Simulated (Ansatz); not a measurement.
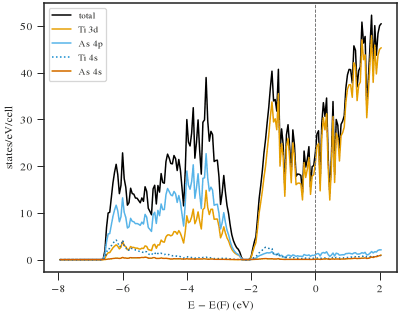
Figure: Total and projected density of states of Ti5As3 in space group Pnma (No. 62; Pearson symbol oP32), r²SCAN (plane waves, PAW; program Ansatz)

Question: Which orbitals carry the states next to the Fermi level?

Answer: Within 0.5 eV of the Fermi level: Ti 3d 90 %. Projections are on Löwdin-orthogonalised atomic valence shells; empty p or d shells of many metals are not among them.

Question: Where is the tallest occupied peak in this window, and what makes it?

Answer: Near -1.1 eV, about 41 states/eV per cell; the largest projected share is Ti 3d.

The first step of the workflow began from a Materials Project structure, measured or hypothetical; the Crystallography Open Database copy checked does not list it. Its standing as an ambient phase is unchecked. The r²SCAN relaxation kept the symmetry of its start; its stability against distortions is not shown here. No spin polarisation was allowed. Scalar-relativistic: spin–orbit coupling is off unless named, which matters more the heavier the elements.

Potentials: the later of the program's two PAW sets.
